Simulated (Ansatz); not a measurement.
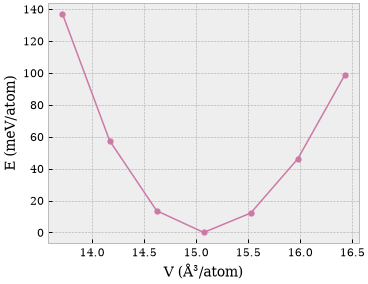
Fig. 1. Mo3Ir (A15 (Cr3Si type), Pm-3n) under volume change, PBEsol (plane waves, PAW; program Ansatz), scaled uniformly.

What does a third-order Birch–Murnaghan fit give for V₀, B₀ and B′?

V₀ = 15.07 Å³/atom, B₀ = 303 GPa, B′ = 4.4.

The workflow started from a Materials Project entry (that database holds measured and hypothetical structures alike); the Crystallography Open Database copy checked does not list it. Whether it is the stable phase at ambient conditions was not checked. Symmetry was held in the PBEsol relaxation; of distortions, only those at the zone centre were tested. The run is not spin-polarised. Spin–orbit coupling is left out wherever it is not named.

Potentials: the later of the program's two PAW sets.
